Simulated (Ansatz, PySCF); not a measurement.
AsH3 (SMILES [AsH3]) and H2Se (SMILES [SeH2]) are pulled apart as rigid monomers along the line of their centres of mass, from the B3LYP-D3(BJ)/def2-TZVP minimum. Starting geometry (charge 0, multiplicity 1):
```xyz
7

As    -0.189    -0.118    -0.355
H     -0.153    -0.090    -1.881
H      1.310     0.133    -0.251
H     -0.507     1.369    -0.270
Se    -0.035    -0.523     3.348
H     -1.479    -0.592     3.085
H     -0.266    -0.014     4.710
```

Interaction energies with rigid monomers; basis-set methods are counterpoise corrected unless marked otherwise.

Rows in 3-21G, LANL2DZ carry no dispersion term and start afresh at each structure; the Pople sets are all-electron and without relativity. LANL2DZ brings its own core potentials from Na on.

Codes used: Ansatz (a quantum-chemistry and plane-wave program) with Gaussian orbitals; PySCF for 3-21G rows, LANL2DZ rows, the dispersion terms. Each number belongs to the level named beside it.

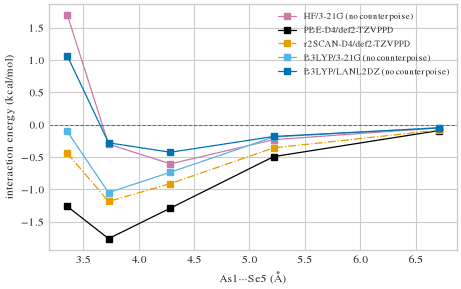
Figure. Interaction energy against separation

Task: Which level binds most strongly at As1···Se5 = 3.73, and by how much?

Result: PBE-D4/def2-TZVPPD, -1.8 kcal/mol.
